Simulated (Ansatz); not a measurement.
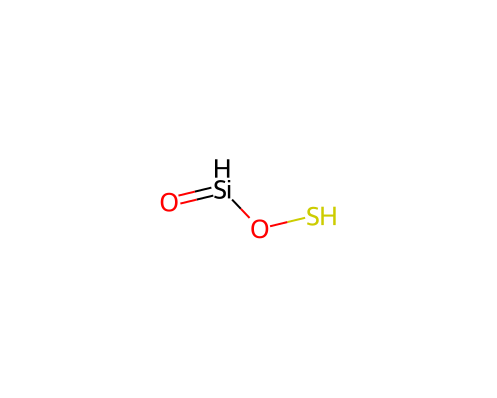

> Write the SMILES.

O=[SiH]OS

> What is the molecular formula?

H2O2SSi.

> An optimisation with PBE0-D4/def2-TZVP gave a structure of which point group?

Cs. Other conformers may differ.

More results for the same structure follow; atom numbers are the same in all pictures, views and colours differ. The computed structure is the end point of a PBE0-D4/def2-TZVP optimisation. No frequency run is at hand to confirm it as a minimum.

### Geometry

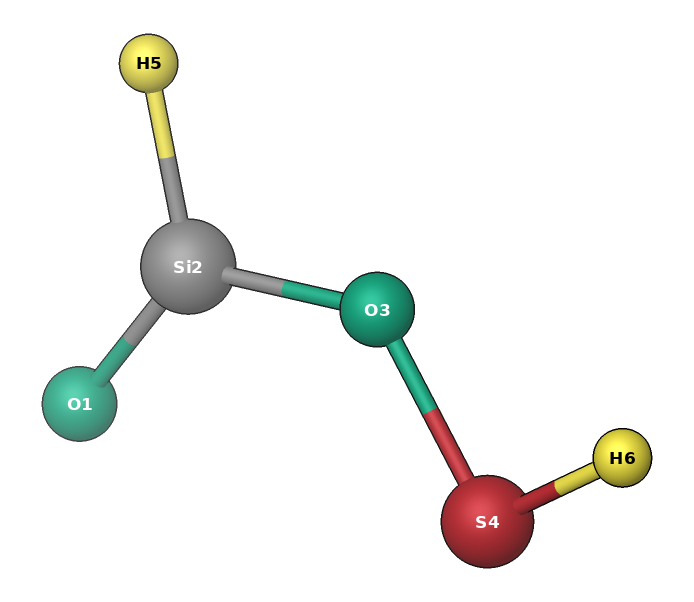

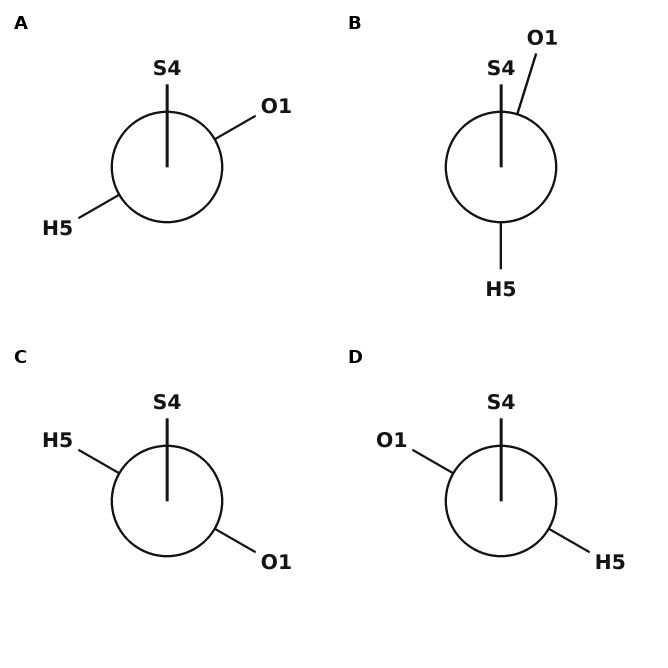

Atoms fade into the background with distance from the viewer. Bonds that would overlap in a projection are set slightly apart. No frequency run is at hand to confirm it as a minimum.

> Which Newman projection shows the view along O3–Si2, with O3 in front?

B. The torsion angle S4–O3–Si2–O1 is 0°, synperiplanar (eclipsed).

### Charges

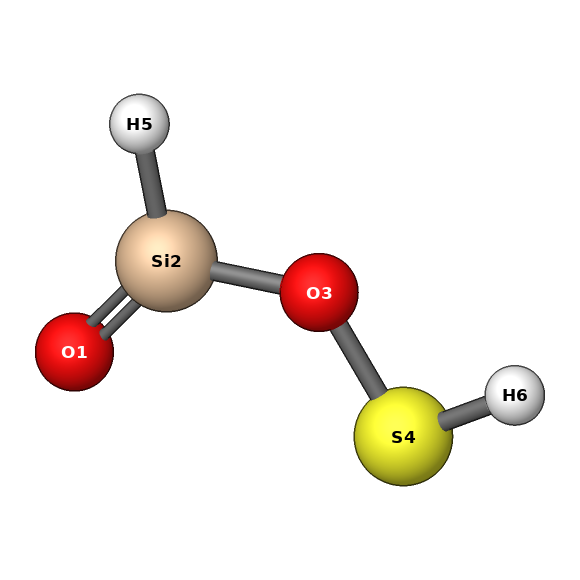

The questions are on Mulliken charges. No frequency run is at hand to confirm it as a minimum. Method: RKS PBE0-D4/def2-TZVP (Ansatz 0.2.0).

> Which atom carries the highest charge (most positive or least negative)?

Si2 (0.63 e).

> And the lowest?

O1 (−0.50 e).

Give the Mulliken charges atom by atom.

```tsv
atom	value (e)
O1	−0.50
Si2	0.63
O3	−0.33
S4	0.00
H5	0.02
H6	0.17
```

### Electronic properties

No frequency run is at hand to confirm it as a minimum. Method: RKS PBE0-D4/def2-TZVPP (Ansatz 0.2.0).

> Estimate the LUMO energy (Kohn–Sham orbital).

−1.60 eV.

> Give the HOMO energy (Kohn–Sham orbital) at this level.

−7.40 eV.

### Dipole moment

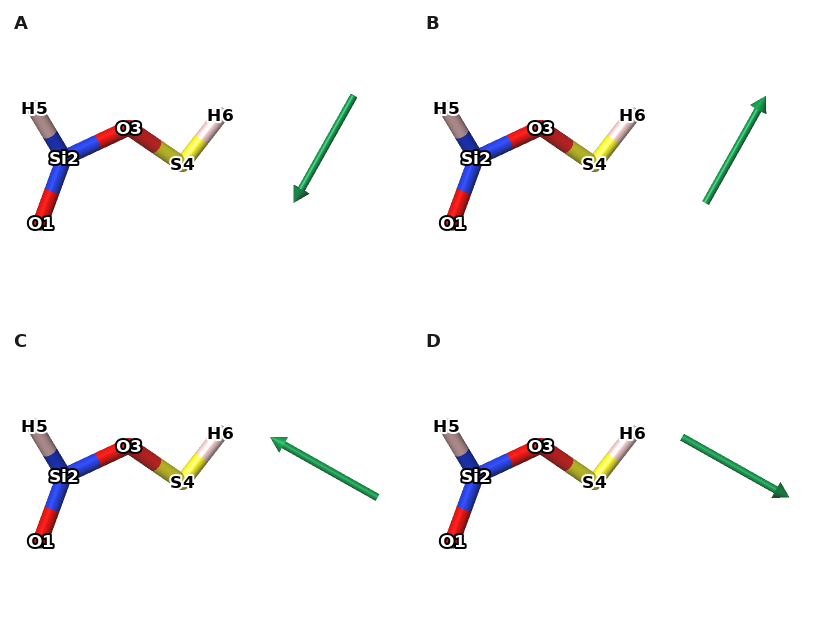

The same molecule four times, each with an arrow. No frequency run is at hand to confirm it as a minimum. Level of theory: RKS PBE0-D4/def2-TZVP (Ansatz 0.2.0).

> Which arrow points along the dipole moment, from the negative to the positive end?

B. The dipole moment is 4.01 D; it points from the side of O1 to the side of H6 (the outermost atoms at the two ends).

Mulliken values depend strongly on the basis set and can even reverse the polarity of a bond.
